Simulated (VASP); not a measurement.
**Run report: MoSi2N4, workfunction calculation (part 2 of 3)**

The same run, continued: MoSi2N4 (7 atoms in the cell); Kohn-Sham DFT of a periodic cell, PBE, spin-orbit coupling, VASP PAW PBE potentials, recommended (VASP 6.6.1); cutoff 520 eV, 18×18×1 k-mesh, Gaussian smearing of 0.03 eV, non-collinear spins. 

Geometry of the input (Å; fractional positions):
```
2.8914  0.0000  0.0000
-1.4457  2.5040  0.0000
0.0000  0.0000  23.0000
N  0.3333  0.6667  0.3488
N  0.6667  0.3333  0.4458
N  0.6667  0.3333  0.5542
N  0.3333  0.6667  0.6512
Si 0.6667  0.3333  0.3703
Si 0.6667  0.3333  0.6297
Mo 0.0000  0.0000  0.5000
```

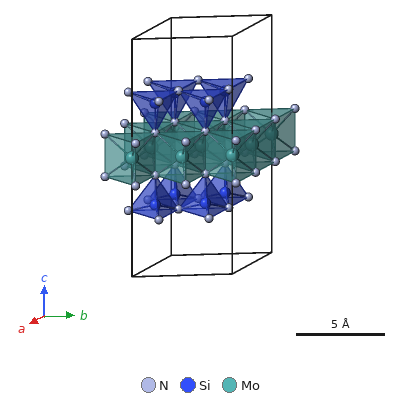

The input geometry (polyhedral view of the 2 × 2 repeat of the cell, with the vacuum cut short, seen slightly off an axis; polyhedra are completed across the faces of the cell).

**Parts of OUTCAR, continued**
```
 k-point     3 :      -0.0556    0.0000    0.0000
  band No.  band energies     occupation
      1     -60.6057      1.00000
      2     -60.6057      1.00000
      3     -36.1159      1.00000
      4     -36.1159      1.00000
      5     -33.7956      1.00000
      6     -33.7956      1.00000
      7     -33.5082      1.00000
      8     -33.5082      1.00000
      9     -18.1080      1.00000
     10     -18.1080      1.00000
     11     -18.0119      1.00000
     12     -18.0119      1.00000
     13     -15.3126      1.00000
     14     -15.3126      1.00000
     15     -14.0007      1.00000
     16     -14.0007      1.00000
     17      -7.8505      1.00000
     18      -7.8505      1.00000
     19      -5.2238      1.00000
     20      -5.2238      1.00000
     21      -3.6460      1.00000
     22      -3.6460      1.00000
     23      -3.4232      1.00000
     24      -3.4232      1.00000
     25      -3.4199      1.00000
     26      -3.4199      1.00000
     27      -3.2267      1.00000
     28      -3.2267      1.00000
     29      -3.2144      1.00000
     30      -3.2144      1.00000
     31      -3.0973      1.00000
     32      -3.0973      1.00000
     33      -2.9922      1.00000
     34      -2.9922      1.00000
     35      -1.9241      1.00000
     36      -1.9241      1.00000
     37      -1.8507      1.00000
     38      -1.8507      1.00000
     39      -1.4759      1.00000
     40      -1.4759      1.00000
     41       0.6763      1.00000
     42       0.6763      1.00000
     43       3.4490      0.00000
     44       3.4491      0.00000
     45       3.5607      0.00000
     46       3.5607      0.00000
     47       3.8555      0.00000
     48       3.8555      0.00000
     49       4.0134      0.00000
     50       4.0134      0.00000

 k-point     4 :       0.1111    0.0000    0.0000
  band No.  band energies     occupation
      1     -60.5948      1.00000
      2     -60.5948      1.00000
      3     -36.1371      1.00000
      4     -36.1371      1.00000
      5     -33.8099      1.00000
      6     -33.8099      1.00000
      7     -33.5611      1.00000
      8     -33.5611      1.00000
      9     -17.9544      1.00000
     10     -17.9544      1.00000
     11     -17.8652      1.00000
     12     -17.8652      1.00000
     13     -15.1847      1.00000
     14     -15.1847      1.00000
     15     -13.9881      1.00000
     16     -13.9881      1.00000
     17      -7.7066      1.00000
     18      -7.7066      1.00000
     19      -5.2759      1.00000
     20      -5.2759      1.00000
     21      -4.1810      1.00000
     22      -4.1810      1.00000
     23      -4.0700      1.00000
     24      -4.0700      1.00000
     25      -3.5255      1.00000
     26      -3.5255      1.00000
     27      -3.4605      1.00000
     28      -3.4605      1.00000
     29      -3.3766      1.00000
     30      -3.3766      1.00000
     31      -3.0025      1.00000
     32      -3.0025      1.00000
     33      -2.9107      1.00000
     34      -2.9107      1.00000
     35      -2.0704      1.00000
     36      -2.0704      1.00000
     37      -2.0205      1.00000
     38      -2.0205      1.00000
     39      -1.3988      1.00000
     40      -1.3988      1.00000
     41       0.4798      1.00000
     42       0.4798      1.00000
     43       3.3739      0.00000
     44       3.3739      0.00000
     45       3.5256      0.00000
     46       3.5256      0.00000
     47       3.8413      0.00000
     48       3.8413      0.00000
     49       4.2373      0.00000
     50       4.2373      0.00000

 k-point     5 :      -0.1111    0.0000    0.0000
  band No.  band energies     occupation
      1     -60.5948      1.00000
      2     -60.5948      1.00000
      3     -36.1371      1.00000
      4     -36.1371      1.00000
      5     -33.8099      1.00000
      6     -33.8099      1.00000
      7     -33.5611      1.00000
      8     -33.5611      1.00000
      9     -17.9544      1.00000
     10     -17.9544      1.00000
     11     -17.8652      1.00000
     12     -17.8652      1.00000
     13     -15.1847      1.00000
     14     -15.1847      1.00000
     15     -13.9881      1.00000
     16     -13.9881      1.00000
     17      -7.7066      1.00000
     18      -7.7066      1.00000
     19      -5.2759      1.00000
     20      -5.2759      1.00000
     21      -4.1810      1.00000
     22      -4.1810      1.00000
     23      -4.0700      1.00000
     24      -4.0700      1.00000
     25      -3.5255      1.00000
     26      -3.5255      1.00000
     27      -3.4605      1.00000
     28      -3.4605      1.00000
     29      -3.3766      1.00000
     30      -3.3766      1.00000
     31      -3.0025      1.00000
     32      -3.0025      1.00000
     33      -2.9107      1.00000
     34      -2.9107      1.00000
     35      -2.0704      1.00000
     36      -2.0704      1.00000
     37      -2.0205      1.00000
     38      -2.0205      1.00000
     39      -1.3988      1.00000
     40      -1.3988      1.00000
     41       0.4798      1.00000
     42       0.4798      1.00000
     43       3.3739      0.00000
     44       3.3739      0.00000
     45       3.5256      0.00000
     46       3.5256      0.00000
     47       3.8413      0.00000
     48       3.8413      0.00000
     49       4.2373      0.00000
     50       4.2373      0.00000

 [... the levels of 18 k-points are left out ...]

 k-point    24 :       0.2222    0.0556    0.0000
  band No.  band energies     occupation
      1     -60.5444      1.00000
      2     -60.5444      1.00000
      3     -36.2540      1.00000
      4     -36.2446      1.00000
      5     -33.9470      1.00000
      6     -33.9416      1.00000
      7     -33.7105      1.00000
      8     -33.7026      1.00000
      9     -17.1376      1.00000
     10     -17.1364      1.00000
     11     -17.0836      1.00000
     12     -17.0832      1.00000
     13     -14.6228      1.00000
     14     -14.6121      1.00000
     15     -13.9594      1.00000
     16     -13.9585      1.00000
     17      -7.3957      1.00000
     18      -7.3865      1.00000
     19      -6.5831      1.00000
     20      -6.5816      1.00000
     21      -6.1387      1.00000
     22      -6.1351      1.00000
     23      -5.1801      1.00000
     24      -5.1767      1.00000
     25      -4.3727      1.00000
     26      -4.3655      1.00000
     27      -4.1281      1.00000
     28      -4.1231      1.00000
     29      -3.9558      1.00000
     30      -3.9413      1.00000
     31      -3.0516      1.00000
     32      -3.0391      1.00000
     33      -2.5674      1.00000
     34      -2.5653      1.00000
     35      -2.3334      1.00000
     36      -2.3223      1.00000
     37      -2.1842      1.00000
     38      -2.1622      1.00000
     39      -1.5140      1.00000
     40      -1.5100      1.00000
     41      -0.3934      1.00000
     42      -0.3796      1.00000
     43       3.4001      0.00000
     44       3.4776      0.00000
     45       3.5710      0.00000
     46       3.6298      0.00000
     47       4.1954      0.00000
     48       4.2358      0.00000
     49       5.0859      0.00000
     50       5.1171      0.00000

 [... further k-points ...]

------------------------ aborting loop because EDIFF is reached ----------------------------------------

  FORCE on cell =-STRESS in cart. coord.  units (eV):
  Direction    XX          YY          ZZ          XY          YZ          ZX
  --------------------------------------------------------------------------------------
  -------------------------------------------------------------------------------------
  Total        2.4848538      2.4848538      1.8442441     -0.0000000      0.0000000      0.0000000
  in kB       23.9082052     23.9082053     17.7445315     -0.0000000      0.0000000      0.0000000
  external PRESSURE =      21.8536473 kB  Pullay stress =       0.0000000 kB

 VOLUME and BASIS-vectors are now :
 -----------------------------------------------------------------------------
  energy-cutoff  :      520.00
  volume of cell :      166.52
      direct lattice vectors                 reciprocal lattice vectors
     2.891365464  0.000000000  0.000000000     0.345857351  0.199680834  0.000000000
    -1.445682732  2.503995949  0.000000000     0.000000000  0.399361669  0.000000000
     0.000000000  0.000000000 23.000000000     0.000000000  0.000000000  0.043478261

 POSITION                                       TOTAL-FORCE (eV/Angst)
 -----------------------------------------------------------------------------------
     -0.00000      1.66933      8.02233         0.000000     -0.000000     -0.320802
      1.44568      0.83466     10.25304        -0.000000      0.000000      0.151950
      1.44568      0.83466     12.74696        -0.000000      0.000000     -0.151950
     -0.00000      1.66933     14.97767         0.000000      0.000000      0.320802
      1.44568      0.83466      8.51796        -0.000000      0.000000     -0.010273
      1.44568      0.83466     14.48204        -0.000000      0.000000      0.010273
      0.00000      0.00000     11.50000        -0.000000      0.000000      0.000000
 -----------------------------------------------------------------------------------
    total drift:                                0.000215     -0.000124      0.000000

  FREE ENERGIE OF THE ION-ELECTRON SYSTEM (eV)
  ---------------------------------------------------
  free  energy   TOTEN  =       -61.8044124307 eV

  energy  without entropy=      -61.8044124307  energy(sigma->0) =      -61.80441243

 vacuum level on the upper side and lower side of the slab         6.027         6.027

 Spin-Orbit-Coupling matrix elements

 Ion:    1  E_soc:     -0.0000542
 l=   1
     0.0000000    -0.0000091    -0.0000089
    -0.0000091     0.0000000    -0.0000091
    -0.0000089    -0.0000091     0.0000000
 l=   2
     0.0000000     0.0000000     0.0000000     0.0000000     0.0000000
     0.0000000     0.0000000     0.0000000     0.0000000     0.0000000
     0.0000000     0.0000000     0.0000000     0.0000000     0.0000000
     0.0000000     0.0000000     0.0000000     0.0000000     0.0000000
     0.0000000     0.0000000     0.0000000     0.0000000     0.0000000
 l=   3
     0.0000000     0.0000000     0.0000000     0.0000000     0.0000000     0.0000000     0.0000000
     0.0000000     0.0000000     0.0000000     0.0000000     0.0000000     0.0000000     0.0000000
     0.0000000     0.0000000     0.0000000     0.0000000     0.0000000     0.0000000     0.0000000
     0.0000000     0.0000000     0.0000000     0.0000000     0.0000000     0.0000000     0.0000000
     0.0000000     0.0000000     0.0000000     0.0000000     0.0000000     0.0000000     0.0000000
     0.0000000     0.0000000     0.0000000     0.0000000     0.0000000     0.0000000     0.0000000
     0.0000000     0.0000000     0.0000000     0.0000000     0.0000000     0.0000000     0.0000000

 Ion:    2  E_soc:     -0.0001313
 l=   1
     0.0000000    -0.0000181    -0.0000294
    -0.0000181     0.0000000    -0.0000181
    -0.0000294    -0.0000181     0.0000000
 l=   2
     0.0000000     0.0000000     0.0000000     0.0000000     0.0000000
     0.0000000     0.0000000     0.0000000     0.0000000     0.0000000
     0.0000000     0.0000000     0.0000000     0.0000000     0.0000000
     0.0000000     0.0000000     0.0000000     0.0000000     0.0000000
     0.0000000     0.0000000     0.0000000     0.0000000     0.0000000
 l=   3
     0.0000000     0.0000000     0.0000000     0.0000000     0.0000000     0.0000000     0.0000000
     0.0000000     0.0000000     0.0000000     0.0000000     0.0000000     0.0000000     0.0000000
     0.0000000     0.0000000     0.0000000     0.0000000     0.0000000     0.0000000     0.0000000
     0.0000000     0.0000000     0.0000000     0.0000000     0.0000000     0.0000000     0.0000000
     0.0000000     0.0000000     0.0000000     0.0000000     0.0000000     0.0000000     0.0000000
     0.0000000     0.0000000     0.0000000     0.0000000     0.0000000     0.0000000     0.0000000
     0.0000000     0.0000000     0.0000000     0.0000000     0.0000000     0.0000000     0.0000000

 Ion:    3  E_soc:     -0.0001313
 l=   1
     0.0000000    -0.0000181    -0.0000294
    -0.0000181     0.0000000    -0.0000181
    -0.0000294    -0.0000181     0.0000000
 l=   2
     0.0000000     0.0000000     0.0000000     0.0000000     0.0000000
     0.0000000     0.0000000     0.0000000     0.0000000     0.0000000
     0.0000000     0.0000000     0.0000000     0.0000000     0.0000000
     0.0000000     0.0000000     0.0000000     0.0000000     0.0000000
     0.0000000     0.0000000     0.0000000     0.0000000     0.0000000
 l=   3
     0.0000000     0.0000000     0.0000000     0.0000000     0.0000000     0.0000000     0.0000000
     0.0000000     0.0000000     0.0000000     0.0000000     0.0000000     0.0000000     0.0000000
     0.0000000     0.0000000     0.0000000     0.0000000     0.0000000     0.0000000     0.0000000
     0.0000000     0.0000000     0.0000000     0.0000000     0.0000000     0.0000000     0.0000000
     0.0000000     0.0000000     0.0000000     0.0000000     0.0000000     0.0000000     0.0000000
     0.0000000     0.0000000     0.0000000     0.0000000     0.0000000     0.0000000     0.0000000
     0.0000000     0.0000000     0.0000000     0.0000000     0.0000000     0.0000000     0.0000000

 Ion:    4  E_soc:     -0.0000542
 l=   1
     0.0000000    -0.0000091    -0.0000089
    -0.0000091     0.0000000    -0.0000091
    -0.0000089    -0.0000091     0.0000000
 l=   2
     0.0000000     0.0000000     0.0000000     0.0000000     0.0000000
     0.0000000     0.0000000     0.0000000     0.0000000     0.0000000
     0.0000000     0.0000000     0.0000000     0.0000000     0.0000000
     0.0000000     0.0000000     0.0000000     0.0000000     0.0000000
     0.0000000     0.0000000     0.0000000     0.0000000     0.0000000
 l=   3
     0.0000000     0.0000000     0.0000000     0.0000000     0.0000000     0.0000000     0.0000000
     0.0000000     0.0000000     0.0000000     0.0000000     0.0000000     0.0000000     0.0000000
     0.0000000     0.0000000     0.0000000     0.0000000     0.0000000     0.0000000     0.0000000
     0.0000000     0.0000000     0.0000000     0.0000000     0.0000000     0.0000000     0.0000000
     0.0000000     0.0000000     0.0000000     0.0000000     0.0000000     0.0000000     0.0000000
     0.0000000     0.0000000     0.0000000     0.0000000     0.0000000     0.0000000     0.0000000
     0.0000000     0.0000000     0.0000000     0.0000000     0.0000000     0.0000000     0.0000000

 Ion:    5  E_soc:     -0.0002567
 l=   1
     0.0000000    -0.0000434    -0.0000415
    -0.0000434     0.0000000    -0.0000434
    -0.0000415    -0.0000434     0.0000000
 l=   2
     0.0000000     0.0000000     0.0000000     0.0000000     0.0000000
     0.0000000     0.0000000     0.0000000     0.0000000     0.0000000
     0.0000000     0.0000000     0.0000000     0.0000000     0.0000000
     0.0000000     0.0000000     0.0000000     0.0000000     0.0000000
     0.0000000     0.0000000     0.0000000     0.0000000     0.0000000
 l=   3
     0.0000000     0.0000000     0.0000000     0.0000000     0.0000000     0.0000000     0.0000000
     0.0000000     0.0000000     0.0000000     0.0000000     0.0000000     0.0000000     0.0000000
     0.0000000     0.0000000     0.0000000     0.0000000     0.0000000     0.0000000     0.0000000
     0.0000000     0.0000000     0.0000000     0.0000000     0.0000000     0.0000000     0.0000000
     0.0000000     0.0000000     0.0000000     0.0000000     0.0000000     0.0000000     0.0000000
     0.0000000     0.0000000     0.0000000     0.0000000     0.0000000     0.0000000     0.0000000
     0.0000000     0.0000000     0.0000000     0.0000000     0.0000000     0.0000000     0.0000000

 Ion:    6  E_soc:     -0.0002567
 l=   1
     0.0000000    -0.0000434    -0.0000415
    -0.0000434     0.0000000    -0.0000434
    -0.0000415    -0.0000434     0.0000000
 l=   2
     0.0000000     0.0000000     0.0000000     0.0000000     0.0000000
     0.0000000     0.0000000     0.0000000     0.0000000     0.0000000
     0.0000000     0.0000000     0.0000000     0.0000000     0.0000000
     0.0000000     0.0000000     0.0000000     0.0000000     0.0000000
     0.0000000     0.0000000     0.0000000     0.0000000     0.0000000
 l=   3
     0.0000000     0.0000000     0.0000000     0.0000000     0.0000000     0.0000000     0.0000000
     0.0000000     0.0000000     0.0000000     0.0000000     0.0000000     0.0000000     0.0000000
     0.0000000     0.0000000     0.0000000     0.0000000     0.0000000     0.0000000     0.0000000
     0.0000000     0.0000000     0.0000000     0.0000000     0.0000000     0.0000000     0.0000000
     0.0000000     0.0000000     0.0000000     0.0000000     0.0000000     0.0000000     0.0000000
     0.0000000     0.0000000     0.0000000     0.0000000     0.0000000     0.0000000     0.0000000
     0.0000000     0.0000000     0.0000000     0.0000000     0.0000000     0.0000000     0.0000000

 Ion:    7  E_soc:     -0.1857000
 l=   1
     0.0000000    -0.0287100    -0.0288243
    -0.0287100     0.0000000    -0.0287100
    -0.0288243    -0.0287100     0.0000000
 l=   2
     0.0000000    -0.0003949     0.0000000    -0.0003949    -0.0017846
    -0.0003949     0.0000000    -0.0014684    -0.0003049    -0.0003949
     0.0000000    -0.0014684     0.0000000    -0.0014684     0.0000000
    -0.0003949    -0.0003049    -0.0014684     0.0000000    -0.0003949
    -0.0017846    -0.0003949     0.0000000    -0.0003949     0.0000000
 l=   3
     0.0000000     0.0000000     0.0000000     0.0000000     0.0000000     0.0000000     0.0000000
     0.0000000     0.0000000     0.0000000     0.0000000     0.0000000     0.0000000     0.0000000
     0.0000000     0.0000000     0.0000000     0.0000000     0.0000000     0.0000000     0.0000000
     0.0000000     0.0000000     0.0000000     0.0000000     0.0000000     0.0000000     0.0000000
     0.0000000     0.0000000     0.0000000     0.0000000     0.0000000     0.0000000     0.0000000
     0.0000000     0.0000000     0.0000000     0.0000000     0.0000000     0.0000000     0.0000000
     0.0000000     0.0000000     0.0000000     0.0000000     0.0000000     0.0000000     0.0000000

 total charge

# of ion       s       p       d       tot
------------------------------------------
    1        1.227   2.696   0.000   3.923
    2        1.244   2.574   0.000   3.818
    3        1.244   2.574   0.000   3.818
    4        1.227   2.696   0.000   3.923
    5        0.685   0.978   0.000   1.663
    6        0.685   0.978   0.000   1.663
    7        2.318   6.302   3.942  12.563
--------------------------------------------------
tot          8.629  18.799   3.942  31.370

 magnetization (x)

# of ion       s       p       d       tot
------------------------------------------
    1       -0.000   0.000   0.000   0.000
    2       -0.000  -0.000   0.000  -0.000
    3        0.000   0.000   0.000   0.000
    4        0.000  -0.000   0.000  -0.000
    5        0.000   0.000   0.000   0.000
    6        0.000   0.000   0.000   0.000
    7       -0.000  -0.000   0.000  -0.000
--------------------------------------------------
tot         -0.000  -0.000   0.000  -0.000

 magnetization (y)

# of ion       s       p       d       tot
------------------------------------------
    1        0.000   0.000   0.000   0.000
    2        0.000   0.000   0.000   0.000
    3        0.000  -0.000   0.000  -0.000
    4        0.000   0.000   0.000   0.000
    5        0.000   0.000   0.000   0.000
    6        0.000   0.000   0.000   0.000
    7       -0.000  -0.000   0.000   0.000
--------------------------------------------------
tot          0.000  -0.000   0.000   0.000

 magnetization (z)

# of ion       s       p       d       tot
------------------------------------------
    1       -0.000  -0.000   0.000  -0.000
    2        0.000   0.000   0.000   0.000
    3        0.000   0.000   0.000   0.000
    4        0.000  -0.000   0.000  -0.000
    5       -0.000  -0.000   0.000  -0.000
    6       -0.000  -0.000   0.000  -0.000
    7        0.000   0.000   0.000   0.000
--------------------------------------------------
tot          0.000   0.000   0.000   0.000
```
